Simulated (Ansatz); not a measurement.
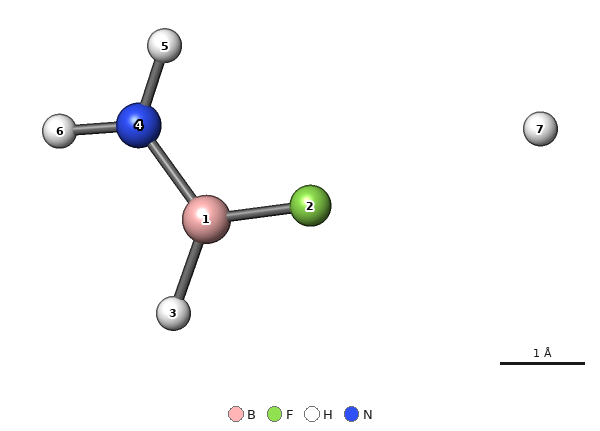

**Figure 1.** The input geometry (ball-and-stick view, seen on its broad side; atoms are numbered from 1 in the order of the input).

**Nudged elastic band, with input and output: BNH₄F**

The run: nudged elastic band of BNH₄F, multiplicity 2. Method and program: UKS PBE-D4/def2-SVP (Ansatz 0.2.0).

It belongs to a series of runs on one base structure; here: band between the two ends. Figures and captions count atoms from 1; the log counts them from 0 in places.

The input:
```yaml
crystal:
  periodic: [false, false, false]
  atoms:
    - { symbol: B, position_ang: [0.005975, -0.01071, -0.255275] }
    - { symbol: F, position_ang: [0.198709, -0.528142, 0.975074] }
    - { symbol: H, position_ang: [0.96073, 0.427578, -0.872392] }
    - { symbol: "N", position_ang: [-1.285387, 0.013316, -0.797625] }
    - { symbol: H, position_ang: [-2.105214, -0.334373, -0.298287] }
    - { symbol: H, position_ang: [-1.483917, 0.389958, -1.723055] }
    - { symbol: H, position_ang: [-0.205297, 0.042373, 3.881559] }
magnetization:
  spin_polarized: true
  initial_magnetization: 1
basis:
  gaussian: { orbitals: def2-SVP }
hamiltonian:
  xc: pbe
  dispersion: d4
neb:
  order_check: false
  images: 5
  f_tol: 0.05
  max_iterations: 60
  final_atoms:
    - { symbol: B, position_ang: [-0.02688286, -0.09807587, -0.12220789] }
    - { symbol: F, position_ang: [-0.1117644, 0.13710351, 2.48930221] }
    - { symbol: H, position_ang: [1.02598337, 0.30568663, -0.56509407] }
    - { symbol: "N", position_ang: [-1.2781285, -0.03033812, -0.69646409] }
    - { symbol: H, position_ang: [-2.12590303, -0.38904648, -0.25075448] }
    - { symbol: H, position_ang: [-1.45921542, 0.42047739, -1.60070059] }
    - { symbol: H, position_ang: [0.06150985, -0.34580705, 1.65591792] }
  initial_path:
    images:
      - { positions_ang: [[0.005975, -0.01071, -0.255275], [0.198709, -0.528142, 0.975074], [0.96073, 0.427578, -0.872392], [-1.285387, 0.013316, -0.797625], [-2.105214, -0.334373, -0.298287], [-1.483917, 0.389958, -1.723055], [-0.205297, 0.042373, 3.881559]] }
      - { positions_ang: [[0.00367489, -0.00699127, -0.17148895], [0.13583202, -0.3561322, 1.17204746], [0.98227954, 0.28642254, -0.78363282], [-1.30646572, 0.01156758, -0.78823458], [-2.07605194, -0.49237574, -0.42308794], [-1.52301462, 0.53655098, -1.61195196], [-0.13065517, 0.02095811, 3.51634779]] }
      - { positions_ang: [[0.00137478, -0.00327254, -0.08770289], [0.07295504, -0.1841224, 1.36902091], [1.00382909, 0.14526708, -0.69487364], [-1.32754443, 0.00981916, -0.77884417], [-2.04688989, -0.65037848, -0.54788888], [-1.56211225, 0.68314397, -1.50084892], [-0.05601335, -0.00045678, 3.15113658]] }
      - { positions_ang: [[-0.00092534, 0.00044618, -0.00391684], [0.01007807, -0.01211261, 1.56599437], [1.02537863, 0.00411162, -0.60611446], [-1.34862315, 0.00807074, -0.76945375], [-2.01772783, -0.80838122, -0.67268982], [-1.60120987, 0.82973695, -1.38974587], [0.01862848, -0.02187166, 2.78592537]] }
      - { positions_ang: [[-0.00957784, -0.0323945, -0.04334719], [-0.03053609, 0.0376261, 1.87376365], [1.02558021, 0.10463662, -0.592441], [-1.32512493, -0.00473221, -0.74512386], [-2.05378623, -0.66860297, -0.53204471], [-1.55387839, 0.69331709, -1.46006411], [0.03292227, -0.12985013, 2.40925622]] }
      - { positions_ang: [[-0.01823035, -0.06523519, -0.08277754], [-0.07115024, 0.08736481, 2.18153293], [1.02578179, 0.20516163, -0.57876753], [-1.30162672, -0.01753517, -0.72079398], [-2.08984463, -0.52882473, -0.3913996], [-1.5065469, 0.55689724, -1.53038235], [0.04721606, -0.23782859, 2.03258707]] }
      - { positions_ang: [[-0.02688286, -0.09807587, -0.12220789], [-0.1117644, 0.13710351, 2.48930221], [1.02598337, 0.30568663, -0.56509407], [-1.2781285, -0.03033812, -0.69646409], [-2.12590303, -0.38904648, -0.25075448], [-1.45921542, 0.42047739, -1.60070059], [0.06150985, -0.34580705, 1.65591792]] }
```

Hardware: 1 thread of Arm Neoverse V1, 24 GiB of memory available, shared host.

Run as:
```bash
ansatz run input.yaml --threads 1 --pin off --max-ram 2048MiB --backend cpu --events-out ev --progress --plain --runs-dir out
```

Output:
```
Engine: ansatz 0.2.0, aarch64-unknown-linux-gnu
Functional definition: PBE
  parameter kappa = 0.804
  parameter beta = 0.06672455060314922
  exchange = pbe_x(kappa = kappa, mu = beta*pi^2/3)
  correlation = pbe_c(beta = beta)
706 factors; their error is unknown
mean field evaluation 1: about -4932.2676 eV, gradient 4.1e1 eV
mean field evaluation 2: about -4915.3454 eV, gradient 7.0e1 eV
mean field evaluation 4: about -4938.8597 eV, gradient 5.5e0 eV
mean field evaluation 8: about -4938.9510 eV, gradient 2.2e-1 eV
mean field evaluation 16: about -4938.9219 eV, gradient 4.3e-5 eV
mean field -4938.92193148 eV, -181.5020332604 hartree, gradient 4.4e-5 eV, S^2 0.750001; 0 other end points of the search recorded, 0 dependent functions left out
the calculation of the forces begins
reference -4938.92197185 eV, -181.5020347438 hartree; 13, 12 occupied and 49, 50 virtual orbitals, 706 factors
706 factors; their error is unknown
mean field evaluation 32: about -4937.7089 eV, gradient 2.7e-5 eV
mean field -4937.70894315 eV, -181.4574567616 hartree, gradient 2.7e-5 eV, S^2 0.752876; 0 other end points of the search recorded, 0 dependent functions left out
[... from here on the field's lines of each further geometry are left out, up to the last ...]
NEB iter   1: max|band force component| = 3.608e2 eV/Å  barrier→ = 56.9915 eV  barrier← = 55.7827 eV  Δτ_max = 0.2000 Å  (219 SCF iters)
NEB iter   2: max|band force component| = 2.963e2 eV/Å  barrier→ = 45.3659 eV  barrier← = 44.1571 eV  Δτ_max = 0.2000 Å  (161 SCF iters)
NEB iter   3: max|band force component| = 1.358e2 eV/Å  barrier→ = 18.2193 eV  barrier← = 17.0105 eV  Δτ_max = 0.1831 Å  (167 SCF iters)
NEB iter   4: max|band force component| = 6.292e1 eV/Å  barrier→ = 9.3357 eV  barrier← = 8.1269 eV  Δτ_max = 0.1915 Å  (160 SCF iters)
NEB iter   5: max|band force component| = 2.730e1 eV/Å  barrier→ = 5.1363 eV  barrier← = 3.9275 eV  Δτ_max = 0.1834 Å  (168 SCF iters)
NEB iter   6: max|band force component| = 1.508e1 eV/Å  barrier→ = 3.8509 eV  barrier← = 2.6421 eV  Δτ_max = 0.1966 Å  (162 SCF iters)
NEB iter   7: max|band force component| = 1.060e1 eV/Å  barrier→ = 3.6711 eV  barrier← = 2.4623 eV  Δτ_max = 0.1010 Å  (187 SCF iters)
NEB iter   8: max|band force component| = 8.787e0 eV/Å  barrier→ = 2.5945 eV  barrier← = 1.3857 eV  Δτ_max = 0.1021 Å  (151 SCF iters)
NEB iter   9: max|band force component| = 4.610e0 eV/Å  barrier→ = 1.8199 eV  barrier← = 0.6111 eV  Δτ_max = 0.1001 Å  (147 SCF iters)
NEB iter  10: max|band force component| = 3.066e0 eV/Å  barrier→ = 1.6950 eV  barrier← = 0.4862 eV  Δτ_max = 0.1006 Å  (147 SCF iters)
NEB iter  11: max|band force component| = 1.595e0 eV/Å  barrier→ = 1.6437 eV  barrier← = 0.4349 eV  Δτ_max = 0.2000 Å  (151 SCF iters)
NEB iter  12: max|band force component| = 2.694e0 eV/Å  barrier→ = 1.5827 eV  barrier← = 0.3739 eV  Δτ_max = 0.0993 Å  (159 SCF iters)
NEB iter  13: max|band force component| = 2.779e-1 eV/Å  barrier→ = 1.5563 eV  barrier← = 0.3475 eV  CI = image 4  Δτ_max = 0.1969 Å  (149 SCF iters)
NEB iter  14: max|band force component| = 4.822e0 eV/Å  barrier→ = 1.9471 eV  barrier← = 0.7383 eV  CI = image 3  Δτ_max = 0.1018 Å  (165 SCF iters)
NEB iter  15: max|band force component| = 4.490e0 eV/Å  barrier→ = 1.9407 eV  barrier← = 0.7319 eV  CI = image 3  Δτ_max = 0.2000 Å  (150 SCF iters)
NEB iter  16: max|band force component| = 3.577e0 eV/Å  barrier→ = 1.7684 eV  barrier← = 0.5596 eV  CI = image 3  Δτ_max = 0.2000 Å  (155 SCF iters)
NEB iter  17: max|band force component| = 3.345e0 eV/Å  barrier→ = 1.7693 eV  barrier← = 0.5605 eV  CI = image 3  Δτ_max = 0.2000 Å  (156 SCF iters)
NEB iter  18: max|band force component| = 3.315e0 eV/Å  barrier→ = 2.0452 eV  barrier← = 0.8364 eV  CI = image 3  Δτ_max = 0.2000 Å  (160 SCF iters)
NEB iter  19: max|band force component| = 2.792e0 eV/Å  barrier→ = 2.1490 eV  barrier← = 0.9402 eV  CI = image 3  Δτ_max = 0.2000 Å  (157 SCF iters)
NEB iter  20: max|band force component| = 2.268e0 eV/Å  barrier→ = 2.0297 eV  barrier← = 0.8209 eV  CI = image 3  Δτ_max = 0.2000 Å  (152 SCF iters)
NEB iter  21: max|band force component| = 1.764e0 eV/Å  barrier→ = 1.7929 eV  barrier← = 0.5841 eV  CI = image 3  Δτ_max = 0.1999 Å  (153 SCF iters)
NEB iter  22: max|band force component| = 3.998e0 eV/Å  barrier→ = 1.6055 eV  barrier← = 0.3967 eV  CI = image 4  Δτ_max = 0.2000 Å  (157 SCF iters)
NEB iter  23: max|band force component| = 2.393e0 eV/Å  barrier→ = 1.5885 eV  barrier← = 0.3797 eV  CI = image 4  Δτ_max = 0.1958 Å  (164 SCF iters)
NEB iter  24: max|band force component| = 2.201e0 eV/Å  barrier→ = 1.4531 eV  barrier← = 0.2443 eV  CI = image 4  Δτ_max = 0.1990 Å  (157 SCF iters)
NEB iter  25: max|band force component| = 2.196e0 eV/Å  barrier→ = 1.4364 eV  barrier← = 0.2276 eV  CI = image 4  Δτ_max = 0.0996 Å  (155 SCF iters)
NEB iter  26: max|band force component| = 8.784e-1 eV/Å  barrier→ = 1.4344 eV  barrier← = 0.2256 eV  CI = image 4  Δτ_max = 0.1403 Å  (154 SCF iters)
NEB iter  27: max|band force component| = 1.197e0 eV/Å  barrier→ = 1.4341 eV  barrier← = 0.2253 eV  CI = image 4  Δτ_max = 0.0434 Å  (136 SCF iters)
NEB iter  28: max|band force component| = 1.888e-1 eV/Å  barrier→ = 1.4338 eV  barrier← = 0.2250 eV  CI = image 4  Δτ_max = 0.0251 Å  (138 SCF iters)
NEB iter  29: max|band force component| = 1.498e-1 eV/Å  barrier→ = 1.4337 eV  barrier← = 0.2249 eV  CI = image 4  Δτ_max = 0.0709 Å  (134 SCF iters)
NEB iter  30: max|band force component| = 5.670e-2 eV/Å  barrier→ = 1.4337 eV  barrier← = 0.2249 eV  CI = image 4  Δτ_max = 0.0836 Å  (139 SCF iters)
NEB iter  31: max|band force component| = 7.661e-2 eV/Å  barrier→ = 1.4336 eV  barrier← = 0.2248 eV  CI = image 4  Δτ_max = 0.0419 Å  (137 SCF iters)
NEB iter  32: max|band force component| = 5.807e-2 eV/Å  barrier→ = 1.4336 eV  barrier← = 0.2248 eV  CI = image 4  Δτ_max = 0.0419 Å  (137 SCF iters)
NEB iter  33: max|band force component| = 8.874e-2 eV/Å  barrier→ = 1.4336 eV  barrier← = 0.2248 eV  CI = image 4  Δτ_max = 0.0210 Å  (132 SCF iters)
NEB iter  34: max|band force component| = 1.360e-1 eV/Å  barrier→ = 1.4336 eV  barrier← = 0.2248 eV  CI = image 4  Δτ_max = 0.0105 Å  (131 SCF iters)
the calculation of the forces begins
reference -4937.64327930 eV, -181.4550436596 hartree; 13, 12 occupied and 49, 50 virtual orbitals, 706 factors
706 factors; their error is unknown
mean field evaluation 1408: about -4937.4854 eV, gradient 1.1e-3 eV
mean field -4937.48543347 eV, -181.4492429321 hartree, gradient 2.1e-5 eV, S^2 0.751483; 1 other end points of the search recorded, 0 dependent functions left out
the calculation of the forces begins
reference -4937.48546304 eV, -181.4492440188 hartree; 13, 12 occupied and 49, 50 virtual orbitals, 706 factors
NEB iter  35: max|band force component| = 2.121e-2 eV/Å  barrier→ = 1.4336 eV  barrier← = 0.2248 eV  CI = image 4  Δτ_max = 0.0000 Å  (264 SCF iters)
```

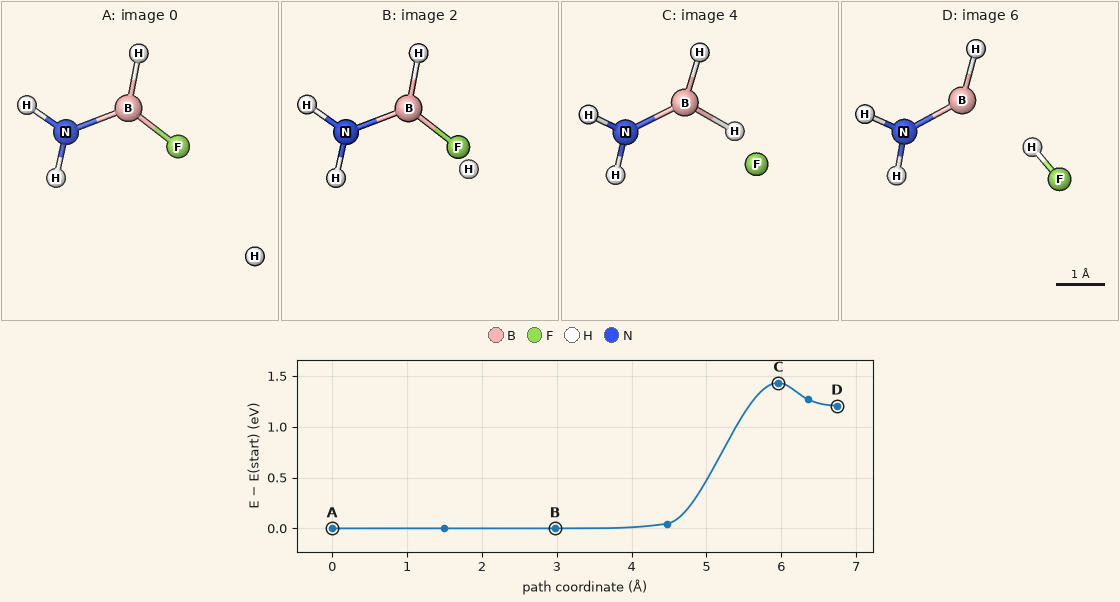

**Figure 2.** Images of the last band (counted from 0; ball-and-stick, seen at a tilt) above the energy along the path; the line is a cubic interpolation that uses the forces. The highest image is number 4, 1.434 eV above the start and 0.225 eV above the end (the climbing image); the end lies 1.209 eV above the start. The path is 6.75 Å long. The band converged in 35 iterations.

```
Total energy: -4937.54944332 eV, -181.4515952508 hartree
Atom 0 at    -0.034933    -0.080238     0.092137 Å, force    -0.000059    -0.000078    -0.000045 eV/Å
Atom 1 at    -0.201659     0.496949     1.984993 Å, force     0.000027    -0.000006     0.000029 eV/Å
Atom 2 at     1.037127     0.265983    -0.349019 Å, force    -0.000024     0.000008     0.000031 eV/Å
Atom 3 at    -1.253987    -0.075607    -0.573984 Å, force    -0.000180     0.000027    -0.000176 eV/Å
Atom 4 at    -2.133284    -0.368431    -0.146639 Å, force     0.000079    -0.000035     0.000088 eV/Å
Atom 5 at    -1.359977     0.288044    -1.523250 Å, force     0.000128     0.000026     0.000051 eV/Å
Atom 6 at     0.032312    -0.526699     1.425761 Å, force     0.000027     0.000058     0.000022 eV/Å
Dipole moment:    -0.374871    -0.148358    -0.468474 e Å
this run last wrote the band of iteration 35 to [file]
```

The last band as extended XYZ (Å, eV, eV/Å):
```
7
Properties=species:S:1:pos:R:3:forces:R:3 image=0 energy=-4938.98306
B     0.0060   -0.0107   -0.2553   -0.0002   0.0031  -0.0068
F     0.1987   -0.5281    0.9751    0.0024   0.0074  -0.0021
H     0.9607    0.4276   -0.8724   -0.0082  -0.0140   0.0070
N    -1.2854    0.0133   -0.7976    0.0049   0.0168  -0.0131
H    -2.1052   -0.3344   -0.2983   -0.0023  -0.0172   0.0039
H    -1.4839    0.3900   -1.7231    0.0036   0.0034   0.0104
H    -0.2053    0.0424    3.8816   -0.0002   0.0006   0.0008
7
Properties=species:S:1:pos:R:3:forces:R:3 image=1 energy=-4938.98259
B    -0.1598    0.2370   -0.1685    0.0007   0.0002   0.0006
F    -0.2587    0.3419    1.1723   -0.0009   0.0004  -0.0002
H     0.9226    0.4083   -0.6996   -0.0002   0.0001   0.0008
N    -1.3012   -0.0660   -0.9217    0.0016   0.0006  -0.0030
H    -2.2205   -0.2145   -0.5026   -0.0010   0.0004   0.0015
H    -1.2802   -0.1548   -1.9361   -0.0004  -0.0013   0.0011
H     0.3834   -0.5518    3.9661    0.0002  -0.0004  -0.0009
7
Properties=species:S:1:pos:R:3:forces:R:3 image=2 energy=-4938.98300
B    -0.0672    0.4754   -0.1389    0.0007  -0.0026  -0.0127
F    -0.0823    0.9849    1.1091   -0.0048   0.0005   0.0036
H     0.9635    0.5193   -0.7866   -0.0014   0.0013   0.0061
N    -1.2332   -0.0936   -0.6671    0.0212   0.0062  -0.0003
H    -2.1114   -0.1472   -0.1491   -0.0033  -0.0002  -0.0009
H    -1.2684   -0.4905   -1.6044   -0.0135  -0.0036   0.0013
H    -0.1154   -1.2484    3.1469    0.0009  -0.0016   0.0029
7
Properties=species:S:1:pos:R:3:forces:R:3 image=3 energy=-4938.93743
B    -0.1431    0.4057    0.2039   -0.0185   0.0586   0.0064
F    -0.3221    0.9963    1.4065   -0.0108   0.0312  -0.0616
H     0.9854    0.2771   -0.2379   -0.0076   0.0248   0.0087
N    -1.2615   -0.0017   -0.5378   -0.0131   0.0223   0.0112
H    -2.2179    0.0796   -0.1896   -0.0061   0.0414  -0.0069
H    -1.1883   -0.3886   -1.4769    0.0232  -0.0567   0.0172
H     0.2331   -1.3684    1.7418    0.0328  -0.1215   0.0249
7
Properties=species:S:1:pos:R:3:forces:R:3 image=4 energy=-4937.54941
B    -0.0349   -0.0802    0.0921   -0.0001  -0.0001   0.0000
F    -0.2017    0.4969    1.9850    0.0000   0.0000   0.0000
H     1.0371    0.2660   -0.3490    0.0000   0.0000   0.0000
N    -1.2540   -0.0756   -0.5740   -0.0002   0.0000  -0.0002
H    -2.1333   -0.3684   -0.1466    0.0001   0.0000   0.0001
H    -1.3600    0.2880   -1.5232    0.0001   0.0000   0.0001
H     0.0323   -0.5267    1.4258    0.0000   0.0001   0.0000
7
Properties=species:S:1:pos:R:3:forces:R:3 image=5 energy=-4937.71165
B    -0.0206   -0.1581   -0.0555    0.0153  -0.0714  -0.1332
F    -0.1512    0.3134    2.2131    0.0231  -0.0825   0.2033
H     1.0493    0.2453   -0.4480    0.0139  -0.0247  -0.0914
N    -1.2662   -0.0410   -0.6347   -0.0035  -0.0089  -0.0638
H    -2.1272   -0.3698   -0.1928    0.0131  -0.0334  -0.0449
H    -1.4233    0.4422   -1.5236   -0.0472   0.0598  -0.0255
H     0.0247   -0.4321    1.5513   -0.0148   0.1610   0.1556
7
Properties=species:S:1:pos:R:3:forces:R:3 image=6 energy=-4937.77425
B    -0.0269   -0.0981   -0.1222   -0.0204  -0.0009  -0.0181
F    -0.1118    0.1371    2.4893   -0.0022  -0.0106  -0.0047
H     1.0260    0.3057   -0.5651    0.0004  -0.0016  -0.0001
N    -1.2781   -0.0303   -0.6965    0.0129   0.0041  -0.0061
H    -2.1259   -0.3890   -0.2508    0.0123   0.0064  -0.0035
H    -1.4592    0.4205   -1.6007   -0.0045  -0.0088   0.0157
H     0.0615   -0.3458    1.6559    0.0014   0.0115   0.0168
```

Key numbers:

- outcome: converged
- barrier, forward: 1.434 eV
- barrier, backward: 0.225 eV
- wall time: 6.1 min
- peak memory: 0.12 GiB

The order of the saddle point was not checked.
